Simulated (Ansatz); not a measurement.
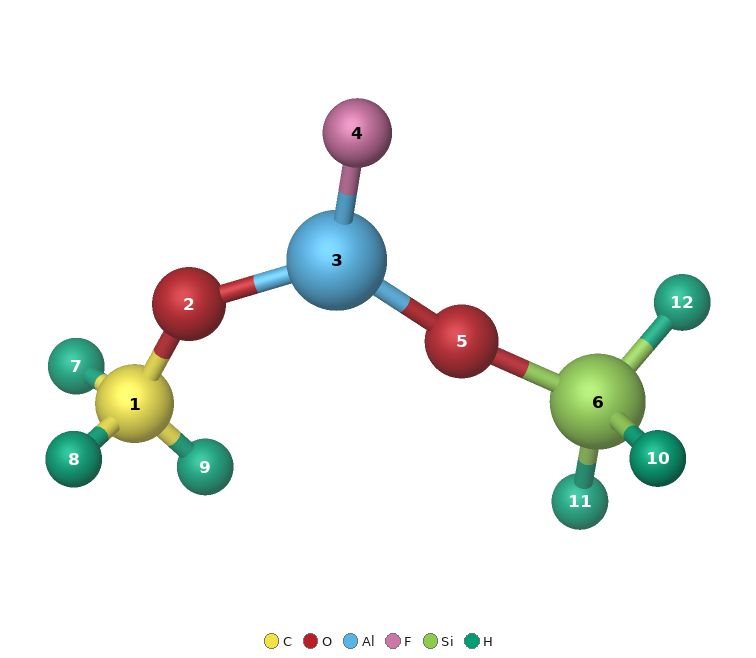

Atoms carry their numbers in the input. Computed geometry: PBE0-D4/def2-TZVP optimisation. No frequency run is at hand to confirm it as a minimum.

### What is the geometry at O2?

O2 has 2 neighbours (C1 at 1.40, Al3 at 1.67 Å); the arrangement is bent.

### What is the geometry at Al3?

Al3 has 3 neighbours (O2 at 1.67, F4 at 1.64, O5 at 1.67 Å); the arrangement is trigonal planar.

### How are the neighbours of atom 1 arranged?

C1 has 4 neighbours (O2 at 1.40, H7 at 1.09, H8 at 1.09, H9 at 1.10 Å); the arrangement is tetrahedral.

### How are the neighbours of atom 6 arranged?

Si6 has 4 neighbours (O5 at 1.63, H10 at 1.49, H11 at 1.49, H12 at 1.49 Å); the arrangement is tetrahedral.

### What is the dihedral angle C1–O2–Al3–O5?

0° in size, that is syn (eclipsed).
